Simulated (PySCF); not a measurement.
# UCCSDT/STO-3G run of InHF (SMILES [F][InH])

What is the energy change on altering one bond length of InHF at UCCSDT/STO-3G? 

Program for the calculation: PySCF 2.14.0.

16 further runs of the same task are left out: 6 that didn't finish, 10 set aside as unsound or not needed.

## (1) The system as given

InHF has 3 atoms, charge 0, and is taken as a doublet. SMILES: `[F][InH]`. The coordinates come from a PBE0-D4/def2-TZVP relaxation.

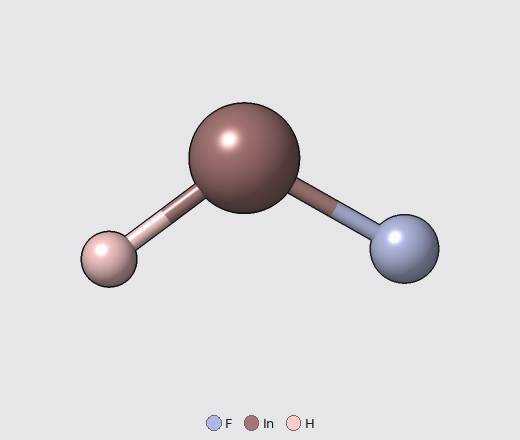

The structure, seen from a chosen angle (fluorine light blue, indium brown, hydrogen pink).

## (2) The energy at UCCSDT/STO-3G

Contents of run.py:

```python
from pyscf import gto, cc

mol = gto.Mole()
mol.atom = 'F 1.088400 0.989500 0.694300; In -0.522500 0.355100 -0.244800; H -0.576900 -1.409400 -0.462800'
mol.max_memory = 1860
mol.spin = 1
mol.charge = 0
mol.verbose = 4
mol.basis = 'sto-3g'
mol.build()

mf = mol.UHF()
mf.conv_tol = 1e-10
mf.kernel()
if not mf.converged:
    mf = mf.newton().run(mf.mo_coeff, mf.mo_occ)

mycc = cc.CCSDT(mf, frozen=19)
mycc.kernel()
e_final = mycc.e_tot
print(f'total energy: {e_final:.8f} hartree')
```

On the command line:

```
$ OMP_NUM_THREADS=1 python run.py
```

Log:

```text
PySCF version 2.14.0

[INPUT] num. atoms = 3
[INPUT] num. electrons = 59
[INPUT] charge = 0
[INPUT] spin (= nelec alpha-beta = 2S) = 1
[INPUT] symmetry False subgroup None
[INPUT] Mole.unit = angstrom
[INPUT] Symbol           X                Y                Z      unit          X                Y                Z       unit  Magmom
[INPUT]  1 F      1.088400000000   0.989500000000   0.694300000000 AA    2.056777913977   1.869884000257   1.312036848286 Bohr   0.0
[INPUT]  2 In    -0.522500000000   0.355100000000  -0.244800000000 AA   -0.987381900085   0.671041746833  -0.462604955294 Bohr   0.0
[INPUT]  3 H     -0.576900000000  -1.409400000000  -0.462800000000 AA   -1.090183001262  -2.663379999962  -0.874565250449 Bohr   0.0

nuclear repulsion = 134.577512650394
number of shells = 15
number of NR pGTOs = 99
number of NR cGTOs = 33
basis = sto-3g
ecp = {}

[... 77 lines left out ...]
converged SCF energy = -5781.43577266799  <S^2> = 0.75870416  2S+1 = 2.0086853
[... 17 lines left out ...]
WARN: A large `blksize_v_aaa` is being used, which may cause large memory consumption
[... 3 lines left out ...]
WARN: A large `blksize_v_aab` is being used, which may cause large memory consumption
[... 10 lines left out ...]
Init t2, MP2 energy = -0.0423220050719264
[... 25 lines left out ...]
UCCSDT converged
[... 3 lines left out ...]
total energy: -5781.50028703 hartree
```

It took 6 s on 1 thread of Arm Neoverse N1, shared host; peak memory 0.12 GiB.

## (3) The distorted shape, same level

Contents of input.py:

```python
from pyscf import gto, cc

mol = gto.M(
    atom='F 1.410552 1.116369 0.882104; In -0.522500 0.355100 -0.244800; H -0.576900 -1.409400 -0.462800',
    spin=1,
    basis='sto-3g',
    charge=0,
    max_memory=1860,
    verbose=3,
)

calc0 = mol.UHF()
calc0.conv_tol = 1e-10
calc0.kernel()
if not calc0.converged:
    calc0 = calc0.newton().run(calc0.mo_coeff, calc0.mo_occ)

mycc = cc.CCSDT(calc0, frozen=19)
mycc.kernel()
e_final = mycc.e_tot
print('E = %.10f Eh' % e_final)
```

On the command line:

```
$ OMP_NUM_THREADS=1 python input.py
```

Log:

```text
converged SCF energy = -5781.37145793575  <S^2> = 0.84374139  2S+1 = 2.0916418
_make_eris_incore_UCCSDT

WARN: A large `blksize_v_aaa` is being used, which may cause large memory consumption
      for storing contraction intermediates. If memory is sufficient, consider using
      `pyscf.cc.uccsdt_highm.UCCSDT` instead.

WARN: A large `blksize_v_aab` is being used, which may cause large memory consumption
      for storing contraction intermediates. If memory is sufficient, consider using
      `pyscf.cc.uccsdt_highm.UCCSDT` instead.

UCCSDT converged
E(UCCSDT) = -5781.455762326254   E_corr = -0.08430439050686162
E_corr(same-spin) = -0.00595507916462028
E_corr(oppo-spin) = -0.0783493113422413
E = -5781.4557623263 Eh
```

It took 11 s on 1 thread of Arm Neoverse N1, shared host; peak memory 0.12 GiB.

## (4) Summary of results

Level: UCCSDT/STO-3G, 19 core orbitals frozen.

| quantity | value |
| --- | --- |
| first shape: total energy | -5781.50029 Eh |
| first shape: dipole moment (Hartree–Fock density) | 2.07 D |
| first shape: HOMO energy (Hartree–Fock orbitals) (highest over α and β) | -4.89 eV |
| first shape: LUMO energy (Hartree–Fock orbitals) (lowest over α and β) | 5.29 eV |
| first shape: correlation energy (19 core orbitals frozen) | -64.5 mEh |
| first shape: ⟨S²⟩ of the reference determinant | 0.759 |
| first shape: T1 diagnostic | 0.024 |
| distorted shape: total energy | -5781.45576 Eh |
| distorted shape: dipole moment (Hartree–Fock density) | 2.64 D |
| distorted shape: HOMO energy (Hartree–Fock orbitals) (highest over α and β) | -4.29 eV |
| distorted shape: LUMO energy (Hartree–Fock orbitals) (lowest over α and β) | 4.76 eV |
| distorted shape: correlation energy (19 core orbitals frozen) | -84.3 mEh |
| distorted shape: ⟨S²⟩ of the reference determinant | 0.844 |
| distorted shape: T1 diagnostic | 0.054 |
| energy change with the F1–In2 bond stretched from 1.970 to 2.364 Å | 1.212 eV |

**Reading.** With the F1–In2 bond stretched from 1.970 to 2.364 Å the energy rises by 1.21 eV (117 kJ/mol). The first shape isn't relaxed at this level, so the change isn't measured from a minimum. The minimal basis adds a large error of its own. Relativity is left out (first shape) although the molecule holds a heavy atom. The T1 diagnostic (distorted shape) of 0.054 is above the customary mark for such species, so a single reference may not serve. Relativity is left out (distorted shape) although the molecule holds a heavy atom.
